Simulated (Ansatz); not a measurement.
AlN under a change: 6 layers

Start from AlN in the zinc blende structure (space group F-43m, No. 216; a = 4.3698 Å). Axes: x, y, z lie along the cube axes.

Now apply this change: a free-standing slab of 6 layers (12 atoms, 2 a layer) is cut normal to [110], with 15 Å of vacuum and the in-plane cell held at bulk.

Method: plane-wave PAW DFT at the r2SCAN level (Ansatz, a first-principles code, 500 eV), no SOC. Settings: 11×8×1 k-points, 0.05 eV Fermi–Dirac smearing, for the changed cell.

- Layer's space group (with vacuum): Pmn2_1 (No. 31)
- Shortest interatomic distance: 1.779 Å (base 1.892 Å)
- Band gap: 3.15 eV (base 3.94 eV)
- Gap character: indirect, U → Γ
- Smallest direct gap: 3.45 eV (base 4.84 eV)
- Excess energy per area of both faces (slab less bulk energy over the cell's area: twice a surface energy): 5.04 J/m²
- Thickness between the outermost nuclei: 7.68 Å
- Change of the spacing d12 from its bulk value of 1.545 Å: -8.9 %
- Change of the spacing d23 from its bulk value of 1.545 Å: +2.2 %

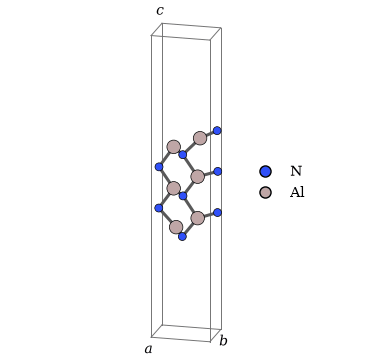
Figure. The relaxed cell after the change

The excess energy carries the mismatch between the slab's and the bulk's meshes. Stability against distortions was not tested. This is not the structure that AlN has at room temperature and ambient pressure. Labels are those of the standard path for the cell's own space group.
